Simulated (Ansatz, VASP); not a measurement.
# Cross-check of ZnO (zincite) between VASP and Ansatz, part 2 of 3

One calculation is typed for both programs; each brings its own data sets and cutoff. How far apart do they land?

VASP 6.6.1 and Ansatz 0.2.0.

So far: Starting point; VASP: band structure, r2SCAN-EpsX.

**3. Ansatz: band structure, r2SCAN-EpsX**

Level of this step: Ansatz beside VASP: Kohn-Sham DFT, plane waves, r2SCAN-EpsX (Ansatz).

Ansatz runs on its default PAW (the set named soft_2) files.

The same cell, functional, mesh and smearing now go to Ansatz, which takes its cutoff from its data sets.

Input file input.yaml:

```yaml
crystal:
  lattice:
    - [3.249308, 0.0, 0.0]
    - [-1.624654, 2.8139832727, 0.0]
    - [0.0, 0.0, 5.205709]
  atoms:
    - { symbol: Zn, position: [0.3333333333, 0.6666666667, 0.5] }
    - { symbol: Zn, position: [0.6666666667, 0.3333333333, 0.0] }
    - { symbol: O, position: [0.6666666667, 0.3333333333, 0.37901] }
    - { symbol: O, position: [0.3333333333, 0.6666666667, 0.87901] }
hamiltonian:
  xc: { exchange: r2scan, correlation: r2scan, exx: { coeff: 0.171 } }
  pseudopotentials: { kind: paw }
kpoints:
  mp_grid: { grid: [5, 5, 3] }
  band_path:
    path:
      - [0.0, 0.0, 0.0]
      - [0.4, 0.0, 0.0]
      - [0.4, 0.2, 0.0]
      - [0.2, 0.2, 0.0]
      - [0.0, 0.0, 0.1]
      - [0.0, 0.0, 0.5]
      - [0.4, 0.0, 0.5]
      - [0.4, 0.2, 0.5]
      - [0.2, 0.2, 0.5]
      - [0.5, 0.0, 0.4]
      - [0.33333, 0.33333, 0.0]
      - [0.33333, 0.33333, 0.5]
    npoints: 1
scf:
  occupations: { method: gaussian, width: 0.02 }
  n_extra_bands: 8
output:
  forces: true
  stress: true
  eigenvalues: true
```

On the command line:

```sh
$ ansatz run input.yaml --threads 4 --pin off --max-ram 9216MiB --backend cpu --events-out ev --progress --plain --runs-dir out
```

Numbers of over 12 decimals in the logs are rounded to 6 here.

Log:

```text
Warning: output.stress: scf.convergence.dr2_threshold = 1e-7 eV (the SCF's general default) is looser than the 4e-10 eV advised for a printed stress (1e-10 eV for each atom of the cell: 4). What an SCF threshold leaves in a stress goes as its square root, and in the free energy as the threshold itself, and one threshold admits the most on a small cell: [figures from the program's tests cut] Set scf.convergence.dr2_threshold to 4e-10 eV or tighter. The threshold is an SCF's pass mark: one that does not reach it within its budget of iterations ends unconverged, or closes short of it on a stop that the run arms, and scf.convergence.dr2_threshold's page says what that costs each kind of run
Warning: output.stress: scf.exx.energy_threshold = 1e-6 eV is looser than the 4e-8 eV advised for a stress under a hybrid functional (1e-8 eV for each atom of the cell: 4). Every SCF of the exchange loop can meet its threshold on dr2 while the loop round them stops early: no threshold on dr2 bounds what that leaves in the stress. Set scf.exx.energy_threshold to 4e-8 eV or tighter. The threshold is the loop's pass mark: a loop that does not reach it within its budget of cycles ends unconverged, and scf.exx.energy_threshold's page has the law
scf.n_extra_bands = 8 over 18 filled bands (N_el = 36.0): the run solves 26 bands
Engine: ansatz 0.2.0, aarch64-unknown-linux-gnu
Pseudopotentials: kind: paw
Pseudopotential: Zn, paw, valence charge 12, recommended cutoff 500 eV (meta_gga), Zn.paw.azcp
Pseudopotential: O, paw, valence charge 6, recommended cutoff 500 eV (meta_gga), O.paw.azcp
Functional definition: unnamed
  parameter a_1 = 0.171
  exchange = (1 - a_1)*r2scan_x + a_1*exact_x
  correlation = r2scan_c
Crystal: 4 atoms, lattice volume = 47.598 Å³
Basis set: ecut = 500 eV, 1213 PW (Γ), exchange–correlation on 96×96×160 points (64 copies of the dense FFT grid, shifted against one another)
Bands: 26, of which v1, the nominal top of the filled ones, is band 18 counted from 1 (17 counted from 0)
Symmetry: 12 space group operations
Space group: P63mc (ITA 186), of the structure as read, at distance tolerance 3.6e-5 Å
k-points: 10 of 75 (time reversal used)
Non-local potential: Zn, projectors of the file, l = 0: 2, l = 1: 2, l = 2: 3, l = 3: 1
Non-local potential: O, projectors of the file, l = 0: 2, l = 1: 2, l = 2: 1
PAW form: soft (Blöchl's): semilocal exchange-correlation on the pseudo side does not see the compensation charge
PAW frozen core: Zn, regenerated for the run's functional, and the local potential with it (the file was generated under x = pbe(κ = 0.804, μ = 0.219515), c = pbe(β = 0.066725))
PAW frozen core: O, regenerated for the run's functional, and the local potential with it (the file was generated under x = pbe(κ = 0.804, μ = 0.219515), c = pbe(β = 0.066725))
PAW one-centre angular grid: Zn, 590 points (default); XC on 261 of its mesh's 2673 points in the sphere
PAW one-centre angular grid: O, 302 points (default); XC on 160 Gauss nodes
Initial density: superposition of atomic densities (neutral atoms: chi_scale 0, normalization atom), corrected by the library's trained network
Initial wavefunctions: pseudopotential atomic-orbital guess
Functional: x = r2scan, c = r2scan; τ floored in thin density (d = 2e-4 eV/Å³), warm-up for x = 0.829 r2scan + 0.171 exact, c = r2scan; τ floored in thin density (d = 2e-4 eV/Å³)
SCF iter   1: F=—  HF=-7789.840533 eV  |F-HF|=—  |Δ(HF+E_count)|=         —  Δρ=2.12e-2  dr2=1.05e-1  dr2_τ=9.80e-2  ethr=1.77e-3  ⟨swp⟩=11.4  Hψ=1359  notcnv=0
preconditioner: auto → none  [insulator: Δε(μ)=1.389 eV  Ē_g=16.407 eV  σ=0.020 eV  W_gap=1.00  n_scr=22 (ndim 8)  ℏωp=32.3 eV  f_vac=0.034  D(μ)=0.00/eV (n_scr^D=0)]
iter 2 solved again at ethr=2.00e-5 eV; its pass at ethr=2.90e-4 eV (dr2=7.20e-3 eV) is discarded
SCF iter   2: F=—  HF=-7789.859476 eV  |F-HF|=—  |Δ(HF+E_count)|=   1.89e-2  Δρ=4.46e-3  dr2=7.22e-3  dr2_τ=7.65e-4  ethr=2.00e-5  ⟨swp⟩=2.0  Hψ=1340  notcnv=0
SCF iter   3: F=—  HF=-7789.853964 eV  |F-HF|=—  |Δ(HF+E_count)|=   5.51e-3  Δρ=4.08e-3  dr2=2.81e-3  dr2_τ=2.06e-4  ethr=2.00e-5  ⟨swp⟩=4.0  Hψ=905  notcnv=0
SCF iter   4: F=—  HF=-7789.854210 eV  |F-HF|=—  |Δ(HF+E_count)|=   2.45e-4  Δρ=1.65e-3  dr2=1.06e-3  dr2_τ=1.25e-4  ethr=7.80e-6  ⟨swp⟩=3.0  Hψ=557  notcnv=0
SCF iter   5: F=-7789.853996 eV  HF=-7789.854002 eV  |F-HF|=6.69e-6  |Δ(HF+E_count)|=   2.07e-4  Δρ=1.27e-4  dr2=8.50e-6  dr2_τ=1.05e-6  ethr=2.95e-6  ⟨swp⟩=3.2  Hψ=529  notcnv=0
SCF 1 stopped early in 5 iterations: F = -7789.853996 eV  dr2 = 8.50e-6
  greatest PAW one-centre occupation: 0.987 electrons in one spin orbital (limit 2), on the Zn atom at site 1 (counted from 0), in its partial waves of l = 2
Initial density: handed on by an earlier stage of this run
Initial wavefunctions: those handed on with the density
Functional: x = 0.829 r2scan + 0.171 exact, c = r2scan; τ floored in thin density (d = 2e-4 eV/Å³)
Frozen-core exchange: fock
SCF iter   1: F=—  HF=-7787.390730 eV  |F-HF|=—  |Δ(HF+E_count)|=         —  Δρ=1.30e-2  dr2=4.46e-2  dr2_τ=1.03e-4  ethr=2.36e-7  ⟨swp⟩=6.6  Hψ=1343  notcnv=0
preconditioner: auto → none  [insulator: Δε(μ)=2.843 eV  Ē_g=18.599 eV  σ=0.020 eV  W_gap=1.00  n_scr=22 (ndim 8)  ℏωp=32.3 eV  f_vac=0.039  D(μ)=0.00/eV (n_scr^D=0)]
SCF iter   2: F=—  HF=-7787.377207 eV  |F-HF|=—  |Δ(HF+E_count)|=   1.35e-2  Δρ=1.86e-3  dr2=2.04e-3  dr2_τ=6.53e-5  ethr=2.36e-7  ⟨swp⟩=4.5  Hψ=972  notcnv=0
SCF iter   3: F=—  HF=-7787.382830 eV  |F-HF|=—  |Δ(HF+E_count)|=   5.62e-3  Δρ=1.44e-3  dr2=6.30e-4  dr2_τ=3.37e-5  ethr=2.36e-7  ⟨swp⟩=4.0  Hψ=841  notcnv=0
SCF iter   4: F=—  HF=-7787.382671 eV  |F-HF|=—  |Δ(HF+E_count)|=   1.59e-4  Δρ=3.70e-4  dr2=4.14e-5  dr2_τ=2.87e-6  ethr=2.36e-7  ⟨swp⟩=4.0  Hψ=800  notcnv=0
SCF iter   5: F=—  HF=-7787.382787 eV  |F-HF|=—  |Δ(HF+E_count)|=   1.16e-4  Δρ=2.11e-4  dr2=2.45e-5  dr2_τ=1.27e-6  ethr=5.62e-8  ⟨swp⟩=3.0  Hψ=501  notcnv=0
SCF iter   6: F=-7787.382779 eV  HF=-7787.382780 eV  |F-HF|=1.23e-6  |Δ(HF+E_count)|=   6.59e-6  Δρ=6.27e-5  dr2=1.26e-6  dr2_τ=1.10e-7  ethr=5.62e-8  ⟨swp⟩=3.0  Hψ=483  notcnv=0
SCF 2 stopped early in 6 iterations: F = -7787.382779 eV  dr2 = 1.26e-6
  Residual-converged pass: ⟨swp⟩=4.0  Hψ=762  notcnv=0  max |occ|·‖R‖ = 5.8e-6 eV (tolerance 6.7e-6 eV)  dr2=1.26e-6  dr2_τ=1.30e-7  dr2_onsite=4.44e-7  max |Δocc| = 0.0e0
  greatest PAW one-centre occupation: 0.988 electrons in one spin orbital (limit 2), on the Zn atom at site 0 (counted from 0), in its partial waves of l = 2
hybrid outer 1: dexx = +6.072e-3 eV, tail = 1.53e-5 eV
Frozen-core exchange: fock
SCF iter   1: F=—  HF=-7787.382548 eV  |F-HF|=—  |Δ(HF+E_count)|=         —  Δρ=6.40e-5  dr2=1.21e-6  dr2_τ=1.01e-8  ethr=2.13e-7  ⟨swp⟩=3.5  Hψ=605  notcnv=0
preconditioner: auto → none  [insulator: Δε(μ)=2.800 eV  Ē_g=18.466 eV  σ=0.020 eV  W_gap=1.00  n_scr=22 (ndim 8)  ℏωp=32.3 eV  f_vac=0.045  D(μ)=0.00/eV (n_scr^D=0)]
SCF iter   2: F=—  HF=-7787.382548 eV  |F-HF|=—  |Δ(HF+E_count)|=   8.43e-9  Δρ=7.14e-6  dr2=3.79e-8  dr2_τ=2.49e-9  ethr=2.85e-9  ⟨swp⟩=4.0  Hψ=703  notcnv=0
SCF iter   3: F=—  HF=-7787.382548 eV  |F-HF|=—  |Δ(HF+E_count)|=   1.47e-7  Δρ=3.49e-6  dr2=3.98e-9  dr2_τ=1.05e-10  ethr=5.03e-11  ⟨swp⟩=3.4  Hψ=700  notcnv=0
SCF iter   4: F=-7787.382548 eV  HF=-7787.382548 eV  |F-HF|=1.02e-9  |Δ(HF+E_count)|=  5.74e-10  Δρ=1.51e-6  dr2=1.23e-9  dr2_τ=6.91e-11  ethr=7.94e-12  ⟨swp⟩=3.0  Hψ=515  notcnv=0
SCF 3 converged in 4 iterations: F = -7787.382548 eV  dr2 = 1.23e-9
  Residual-converged pass: ⟨swp⟩=4.0  Hψ=645  notcnv=0  max |occ|·‖R‖ = 6.2e-7 eV (tolerance 6.3e-7 eV)  dr2=1.29e-9  dr2_τ=7.13e-11  dr2_onsite=5.47e-10  max |Δocc| = 0.0e0
  greatest PAW one-centre occupation: 0.988 electrons in one spin orbital (limit 2), on the Zn atom at site 1 (counted from 0), in its partial waves of l = 2
hybrid outer 2: dexx = +1.487e-7 eV, tail = 5.72e-9 eV, Δε = 3.61e-3 eV (about 1.05e-4 eV left of the loop's levels), ΔF = 2.76e-4 eV/Å (tail 1.36e-4)
NSCF: frozen V_eff on 12 k-points
hybrid SCF converged: 2 outer / 10 inner (+5 warm-up), last move |dexx| = 1.49e-7 eV, tail = 5.72e-9 eV
Stability not checked: this state was not tested for a lower state beside it, because the functional holds exact exchange (a hybrid, or Hartree-Fock), whose exchange loop this test does not read (fock_operator; see scf.lower_state_search)
Free energy (F): -7787.382548 eV
Frozen-core exchange: fock
Harris-Foulkes:  -7787.382548 eV  (|F-HF|=1.02e-9)
Internal energy: -7787.382548 eV  (E = F + TS)
E sigma→0 (E₀):  -7787.382548 eV
Fermi energy:    7.161722 eV
--- Per-component energies (eV) ---
  E_band       = -10.565603
  E_kinetic    = 613.023699
  E_local      = -4028.761297  (includes V_loc(G=0)·N_el)
  E_nonlocal   = 1345.948739
  E_hartree    = 1667.904267
  E_xc         = -331.247450
  E_vxc        = -263.416134  (∫ρ·V_xc dr)
  E_exx        = -94.304849  (= α·E_x^exact, valence–valence)
  E_paw        = -3997.770778  (= ΣΔE_a)
  E_vpaw       = -839.092435  (= ΣTr[D̂ρ^β])
  E_aug_tail   = 0.001781  (compensation charges beyond the density's cutoff)
  E_vtau       = 14.530870  (kinetic-family band-sum trace: ∫τ·v_τ [+ j·A + Jᵃ·Aᵃ] dr)
  E_ewald      = -2962.594745
  E_core_change = 0.418083  (= ΣΔE_core)
  E_smearing   = -0.000000  (= −TS)
  E_closure    = 0.000004  (closes the sum)
  Σ components = -7787.382548   (vs F -7787.382548, Δ=-9.09e-13)
--- Forces (eV/Å), atoms counted from 1 ---
  atom   1  Zn    -0.00000000    -0.00000000    -0.07662975
  atom   2  Zn     0.00000000     0.00000000    -0.07662975
  atom   3  O     -0.00000000    -0.00000000     0.07675219
  atom   4  O     -0.00000000     0.00000000     0.07675219
  max |Σ_I F_I| component: 2.45e-4 eV/Å
--- Stress (GPa, compression-positive) ---
       -3.030633       0.000000      -0.000000
        0.000000      -3.030633      -0.000000
       -0.000000      -0.000000      -1.715543
  P = ⅓ Tr σ = -2.5923 GPa (-25.923 kbar)
--- Band table (eV; the first three rows and the last of 10) ---
  k-point 0: bands = [... 14 lower, 4.8974, 5.6976, 5.7613, 5.7613, 8.5621, 13.3696, 16.4419, 21.2677, ... 4 higher]
  k-point 1: bands = [... 14 lower, 5.1167, 5.1167, 5.5483, 5.5483, 10.1894, 12.3642, 17.3476, 19.9245, ... 4 higher]
  k-point 2: bands = [... 14 lower, 4.3716, 4.3843, 5.4007, 5.4799, 10.4313, 14.8131, 16.3047, 18.5081, ... 4 higher]
  k-point 9: bands = [... 14 lower, 2.8193, 3.7666, 4.0363, 4.5196, 14.5853, 15.1831, 16.3404, 17.2054, ... 4 higher]
```

The job ended after 44 s (4 threads of Arm Neoverse V2, shared host; peak memory 1 GiB).

**4. Comparison**

Known differences besides the PAW data sets themselves: exact exchange at q = 0 is treated differently, which shows on coarse meshes; VASP keeps PBE cores, Ansatz makes them for the functional; the cutoff is 500 eV in Ansatz and 520 eV in VASP; VASP takes a coarser grid for exact exchange (PRECFOCK = Fast). Total energies have different zeros and are not compared.

The two programs side by side:

```
                     quantity  Ansatz   VASP  difference
gap over the path points (eV)   2.801  2.781      +0.020
```

Forces (eV/Å; atoms numbered as in POSCAR):

```
atom        Ansatz x, y, z          VASP x, y, z
 Zn1  0.000, 0.000, -0.077  0.000, 0.000, -0.088
 Zn2  0.000, 0.000, -0.077  0.000, 0.000, -0.088
  O3   0.000, 0.000, 0.077   0.000, 0.000, 0.088
  O4   0.000, 0.000, 0.077   0.000, 0.000, 0.088
```

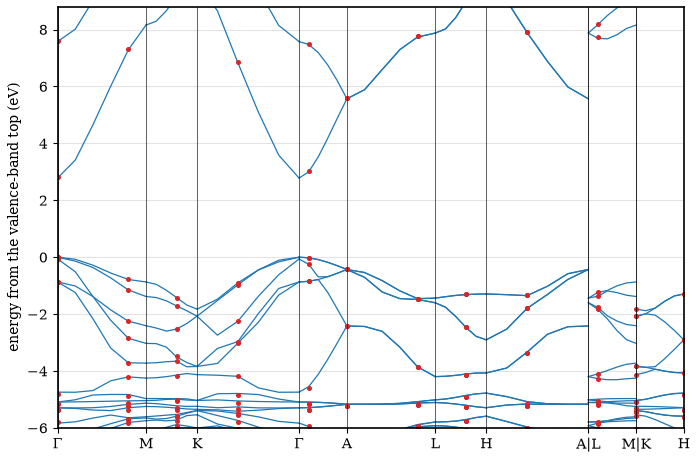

Bands from VASP (lines) and levels from Ansatz (dots). Dots without a line are higher empty bands that the VASP plot leaves out.

Levels at points of the path, from each program's valence-band top (eV; 4 filled, then empty):

```
k (reciprocal lattice)                                    Ansatz                                     VASP
     0.000 0.000 0.000     -0.86 -0.06 0.00 0.00 2.80 7.61 10.68    -0.87 -0.06 0.00 0.00 2.78 7.58 10.67
     0.400 0.000 0.000    -2.85 -2.23 -1.15 -0.78 7.31 9.74 9.88   -2.85 -2.25 -1.15 -0.78 7.29 9.70 9.85
     0.400 0.200 0.000    -3.48 -2.52 -1.71 -1.42 9.20 9.76 9.85   -3.51 -2.53 -1.71 -1.42 9.18 9.72 9.82
     0.200 0.200 0.000  -2.98 -2.25 -0.97 -0.90 6.85 10.00 11.04  -2.96 -2.25 -0.97 -0.90 6.84 9.97 11.01
     0.000 0.000 0.100   -0.84 -0.25 -0.02 -0.02 3.02 7.51 10.77  -0.85 -0.25 -0.02 -0.02 3.00 7.48 10.75
     0.000 0.000 0.500   -0.43 -0.43 -0.43 -0.43 5.58 5.58 12.68  -0.43 -0.43 -0.43 -0.43 5.57 5.57 12.65
     0.400 0.000 0.500   -1.48 -1.48 -1.45 -1.45 7.77 7.77 11.21  -1.48 -1.48 -1.46 -1.46 7.74 7.74 11.19
     0.400 0.200 0.500   -2.46 -2.46 -1.31 -1.31 9.01 9.01 11.07  -2.46 -2.46 -1.31 -1.31 8.98 8.98 11.05
     0.200 0.200 0.500   -1.79 -1.79 -1.35 -1.35 7.92 7.92 11.60  -1.80 -1.80 -1.35 -1.35 7.90 7.90 11.57
     0.500 0.000 0.400   -1.83 -1.76 -1.36 -1.24 7.72 8.21 10.84  -1.84 -1.77 -1.37 -1.24 7.69 8.17 10.83
```

The forces differ by 6.7 meV/Å r.m.s., which is 13.2 % of the r.m.s. force of 0.05 eV/Å (both taken over all components). Among the levels compared (up to four filled and three empty ones at each point), filled levels agree within 20 meV and empty ones within 37 meV.

**5. VASP: band structure, B3LYP**

The same path points are solved in both programs, so levels can be compared one by one.

Input file INCAR:

```
SYSTEM = ZnO
PREC = Accurate
ENCUT = 520
EDIFF = 1E-06
NELM = 100
ISMEAR = 0
SIGMA = 0.02
LREAL = .FALSE.
ALGO = Normal
LHFCALC = .TRUE.
AEXX = 0.2
GGA = B3
AGGAX = 0.72
AGGAC = 0.81
ALDAC = 0.19
LASPH = .TRUE.
NBANDS = 24
PRECFOCK = Fast
HFRCUT = -1
LORBIT = 11
LWAVE = .FALSE.
LCHARG = .FALSE.
KPAR = 8
```

Input file POSCAR:

```
ZnO
1.0
    3.2493080000      0.0000000000      0.0000000000
   -1.6246540000      2.8139832727      0.0000000000
    0.0000000000      0.0000000000      5.2057090000
Zn O
2 2
Direct
    0.3333333333      0.6666666667      0.5000000000
    0.6666666667      0.3333333333      0.0000000000
    0.6666666667      0.3333333333      0.3790100000
    0.3333333333      0.6666666667      0.8790100000
```

Input file KPOINTS:

```
Automatic mesh
0
Gamma
5 5 3
0 0 0
```

Input file KPOINTS_OPT:

```
Line mode
6
Line-mode
Reciprocal
  0.00000000   0.00000000   0.00000000 GAMMA
  0.50000000   0.00000000   0.00000000 M

  0.50000000   0.00000000   0.00000000 M
  0.33333333   0.33333333   0.00000000 K

  0.33333333   0.33333333   0.00000000 K
  0.00000000   0.00000000   0.00000000 GAMMA

  0.00000000   0.00000000   0.00000000 GAMMA
  0.00000000   0.00000000   0.50000000 A

  0.00000000   0.00000000   0.50000000 A
  0.50000000   0.00000000   0.50000000 L

  0.50000000   0.00000000   0.50000000 L
  0.33333333   0.33333333   0.50000000 H

  0.33333333   0.33333333   0.50000000 H
  0.00000000   0.00000000   0.50000000 A

  0.50000000   0.00000000   0.50000000 L
  0.50000000   0.00000000   0.00000000 M

  0.33333333   0.33333333   0.00000000 K
  0.33333333   0.33333333   0.50000000 H
```

Potentials, in the order of the species: Zn and O (PBE family, release 64).

On the command line:

```sh
$ mpirun -np 8 vasp_std
```

Log:

```text
[banner, memory and clock lines left out]
running    8 mpi-ranks, on    1 nodes
[...]
[... a notice as in an earlier step ...]

 [... a notice as in an earlier step ...]

 LDA part: xc-table for (Slater(with rela. corr.)+VWN3), standard interpolation
 found WAVECAR, reading the header
 POSCAR, INCAR and KPOINTS ok, starting setup
[...]
HFRCUT set to (new)   9.481018
 reading WAVECAR
 the WAVECAR file was read successfully
 initial charge from wavefunction
 entering main loop
       N       E                     dE             d eps       ncg     rms          rms(c)
DAV:   1    -0.215678025779E+02   -0.21568E+02   -0.60602E-01   552   0.269E+01    0.180E+00
DAV:   2    -0.215364135897E+02    0.31389E-01   -0.38703E-01   496   0.769E+00    0.595E-01
DAV:   3    -0.215367755661E+02   -0.36198E-03   -0.35871E-02   608   0.223E+00    0.354E-01
DAV:   4    -0.215370068292E+02   -0.23126E-03   -0.13280E-03   680   0.754E-01    0.206E-01
[...]
DAV:   9    -0.215368174106E+02    0.11549E-05   -0.94009E-07   352   0.131E-02    0.137E-02
DAV:  10    -0.215368169155E+02    0.49507E-06   -0.10861E-06   272   0.108E-02
   1 F= -.21536817E+02 E0= -.21536817E+02  d E =-.141330E-44
 Start KPOINTS_OPT (optional k-point list driver)
k-point batch [1-10\54]
       N       E                     dE             ncg
DAV:   1     0.120831618229E+04   -0.83516E+04      480
DAV:   2    -0.185759695237E+04   -0.30659E+04      528
DAV:   3    -0.216451721563E+04   -0.30692E+03      536
DAV:   4    -0.217206155611E+04   -0.75443E+01      584
DAV:   5    -0.217212989851E+04   -0.68342E-01      624
DAV:   6    -0.217213051210E+04   -0.61360E-03      584
DAV:   7    -0.217213051932E+04   -0.72170E-05      560
DAV:   8    -0.217213051943E+04   -0.11375E-06      416
[...]
k-point batch [51-54\54]
       N       E                     dE             ncg
DAV:   1     0.878605857336E+04   -0.55482E+04      192
DAV:   2     0.757514004933E+04   -0.12109E+04      216
DAV:   3     0.745067651270E+04   -0.12446E+03      208
DAV:   4     0.744773912178E+04   -0.29374E+01      208
DAV:   5     0.744771395495E+04   -0.25167E-01      224
DAV:   6     0.744771376565E+04   -0.18930E-03      224
DAV:   7     0.744771376376E+04   -0.18903E-05      176
DAV:   8     0.744771376373E+04   -0.34325E-07      128
```

[end of part 2 of 3]

[Lines on the potential files, build, host, timing and source positions are cut from VASP's logs without a mark.]

[Logs are printed without paths, hosts, clocks, repeated set-up lines and the standing remarks that a program may print on its own settings, such as how far it seeks lower states.]

[Hosts, paths, dates, database ids (printed as entryN), source tags and the programs' standing remarks are cut or masked in the printed files.]
